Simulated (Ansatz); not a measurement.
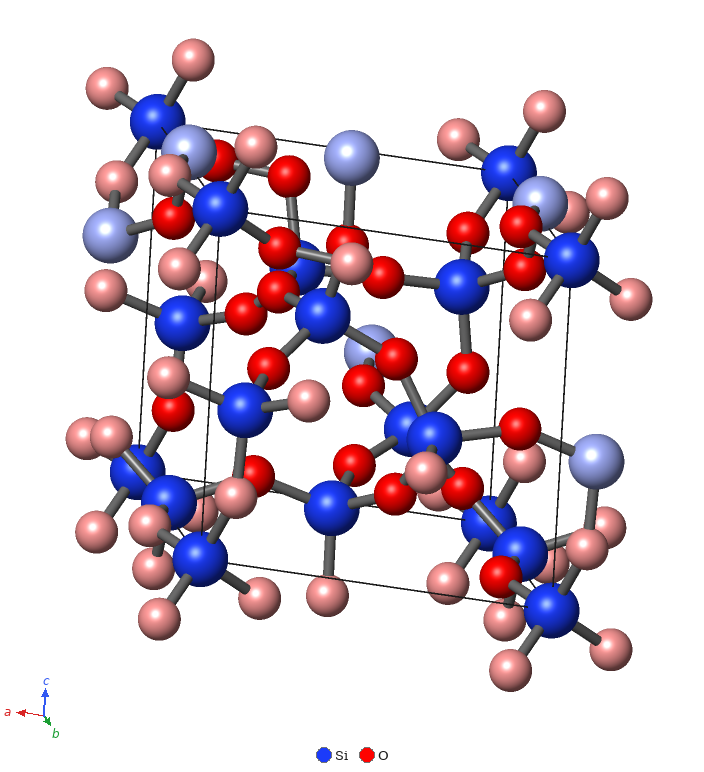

Ball-and-stick drawing of the structure, looking from a general direction. Thin lines show the simulation cell, with boundary atoms drawn in all their periodic places. Every bond is drawn to its end, so some atoms lie outside the box, in fainter colours.

Describe the arrangement of the atoms.

The formula is Si9O19. All rotations and mirrors are lost; the group is P1. It has 28 atoms to the cell (9 Si, 19 O). The coordination shell of Si holds four O in a distorted tetrahedral arrangement. The bonds build a three-dimensional framework.

Origin of the cell: a structure listed in the Materials Project, repeated into a supercell with a point defect put in. The atoms were relaxed in a fixed cell with Ansatz 0.2.0, DFT PBE, scalar-relativistic, plane waves, PAW.
